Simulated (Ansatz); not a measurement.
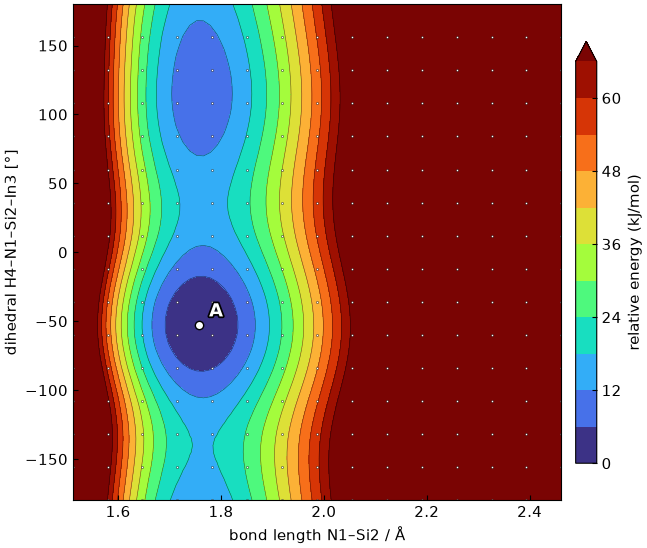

H₆InNSi, SMILES N[SiH2][InH2]. Coordinates scanned: (1) bond length N1–Si2; (2) dihedral H4–N1–Si2–In3. Nothing is relaxed (all other coordinates rigid). The scan uses a 15 × 15 grid. Points are written as (first, second). All energies are given in kJ/mol relative to the relaxed molecule at the same level. All numbers below come from RKS PBE-D4/def2-SVP (Ansatz).

The picture shows filled contours, dots at the grid points, one colour for all values above the top of the scale, the well A. Between grid points the surface is interpolated.

Question: Estimate the position of the minimum and the force constants in these coordinates. Take the well at A.

Answer: The interpolated minimum is at bond length N1–Si2 ≈ 1.758 Å, dihedral H4–N1–Si2–In3 ≈ −53°. The curvatures there are about 25 eV/Å² and 0.39 eV/rad², with a cross term of about 0 eV/(Å·rad). Round the minimum the two coordinates are nearly uncoupled. (1 eV is 96.5 kJ/mol.)
